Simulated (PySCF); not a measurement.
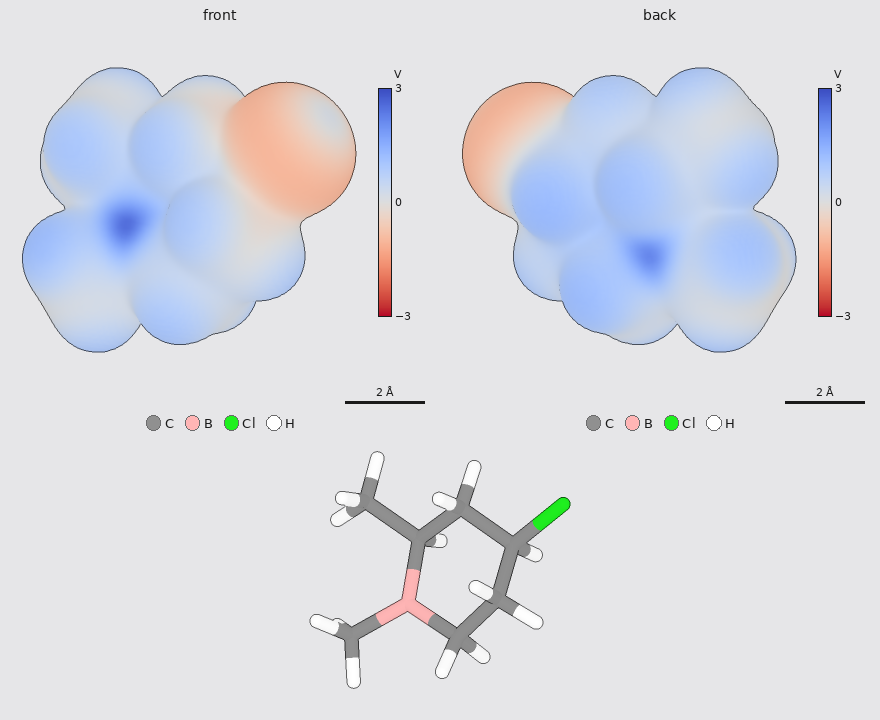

Figure 1: C7H14BCl. The electrostatic potential painted on the density surface at 0.004 e/bohr³, seen from the front and from behind; the colour scale runs from red (negative) to blue (positive). The bare structure is drawn below in the same view.

Geometry: GFN2-xTB.

Method: PySCF, B97-2/6-31G*, SCF density, gas phase, non-relativistic.

The calculation's input:

```
{"job": {"xc": "B97-2", "basis": "6-31G*", "kind": "nmr", "pop": true}, "charge": 0, "multiplicity": 1}
C      1.815854    -1.757481     0.232080
B      0.889519    -0.510288    -0.013870
C      1.482570     0.953126     0.040300
C      0.468090     2.051876     0.383366
C     -0.822608     1.844498    -0.391216
Cl    -1.941655     3.207437    -0.044043
C     -1.498559     0.537412    -0.013055
C     -0.637712    -0.672810    -0.417496
C     -1.322748    -1.958855     0.057546
H      1.584366    -2.184664     1.208142
H      1.649129    -2.556457    -0.487339
H      2.877362    -1.521865     0.233143
H      2.334430     1.040230     0.717563
H      1.885598     1.154971    -0.959035
H      0.244722     2.019409     1.451921
H      0.880668     3.038298     0.159989
H     -0.637075     1.885746    -1.468329
H     -2.478000     0.477038    -0.493695
H     -1.658851     0.521135     1.067412
H     -0.632556    -0.703120    -1.518040
H     -1.344745    -1.997517     1.144308
H     -2.348719    -2.005458    -0.303736
H     -0.793831    -2.835677    -0.305253
```

Launched as:

```sh
OMP_NUM_THREADS=1 python ens_run.py task.json out
```

Question: Which sites attract a positive test charge, and which a negative one?

Answer: A positive charge is drawn to the negative regions and a negative charge to the positive ones. The most negative region (about −1.0 V, or −23 kcal/mol for a unit charge) lies over Cl6, the most positive (about +2.1 V, or +48 kcal/mol for a unit charge) over B2.

Question: How polar is the molecule by this calculation?

Answer: Its dipole moment is 2.76 D.
